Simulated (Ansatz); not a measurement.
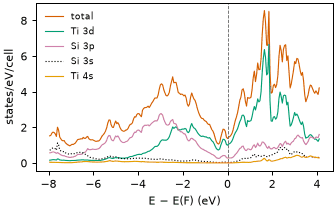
*Total and projected density of states of TiSi₂ in space group Cmcm (No. 63; Ti on 4c, Si on 4c, Si on 4c), the program Ansatz at the PBE level (PAW)*

### Question
Which orbitals carry the states next to the Fermi level?

### Answer
Within 0.5 eV of the Fermi level: Ti 3d 71 %, Si 3p 21 %. Projections are on Löwdin-orthogonalised atomic valence shells; empty p or d shells of many metals are not among them.

### Question
Where is the tallest occupied peak in this window, and what makes it?

### Answer
Near -2.4 eV, about 4.8 states/eV per cell; the largest projected share is Si 3p.

The cell was relaxed with PBE under the symmetry of its start. The run is not spin-polarised.

Potentials: the earlier of the program's two PAW sets.
